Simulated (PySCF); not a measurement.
Vertical excitations of a molecule C4H4BrCl from TDDFT-PBE/def2-SVPD (PySCF), as energy in eV (oscillator strength): 5.09 (0.000), 5.73 (0.227), 5.87 (0.025), 5.93 (0.001), 6.05 (0.000), 6.43 (0.001), 6.43 (0.005), 6.50 (0.000), 6.70 (0.005), 6.83 (0.056). Lowest triplet (TDA): 3.94 eV. Geometry: B3LYP-D3(BJ)/def2-SVP. The values are those of a single conformer.

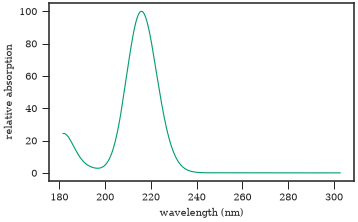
The lines broadened by 0.4 eV.

Which molecule gave these data?
(A) ClC1=C(Br)CC1
(B) C=C(Cl)C(=C)Br
(C) CC(Cl)=C=CBr
(D) Cl/C=C\C=C/Br

A, ClC1=C(Br)CC1
